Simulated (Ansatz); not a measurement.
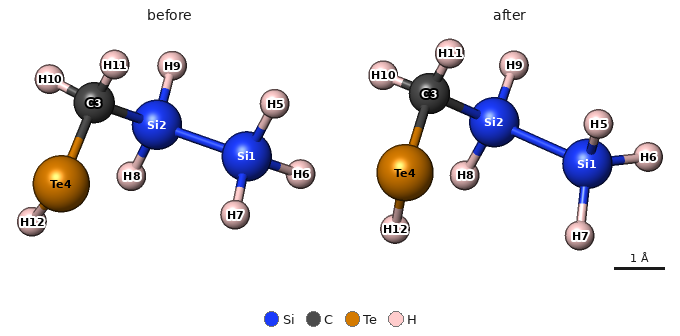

The structure of CH₈Si₂Te (coarse preliminary run) before (left) and after (right) a relaxation, at one scale.

The picture is a ball-and-stick view, seen at a tilt.

The start comes from a force field.

Level of theory: RKS PBE-D4/def2-SVP (Ansatz 0.2.0). Set-up: force threshold 0.03 eV/Å; at most 200 steps.

Question: Summarise the run.

Answer: The largest moves after the best rigid fit, 0.66 Å, are those of H5 and H12. By element the largest moves are H 0.66 Å, Te 0.29 Å, C 0.25 Å, Si 0.15 Å. Near-neighbour distances that change, for instance: Si1–Si2 2.176 → 2.357 Å, C3–Te4 2.084 → 2.191 Å, Te4–H12 1.775 → 1.683 Å, Si2–H8 1.430 → 1.508 Å. Among the angles between lasting bonds that change: Te4–C3–H11 110.2° → 104.1°, Si2–C3–H10 108.0° → 113.9°, Si2–Si1–H5 112.3° → 109.4°. Groups turn about Si1–Si2 by about 25°. After 10 accepted moves (11 points after the start) the energy has fallen by 12.7 kcal/mol. The largest force component goes from 1.9 to 0.021 eV/Å. The line search rejected the trial step at point 10 of the run. The forces were under the threshold at step 5, but the run went on from there. The run took 15 s on 4 threads of AMD EPYC 7B13, on a shared host.
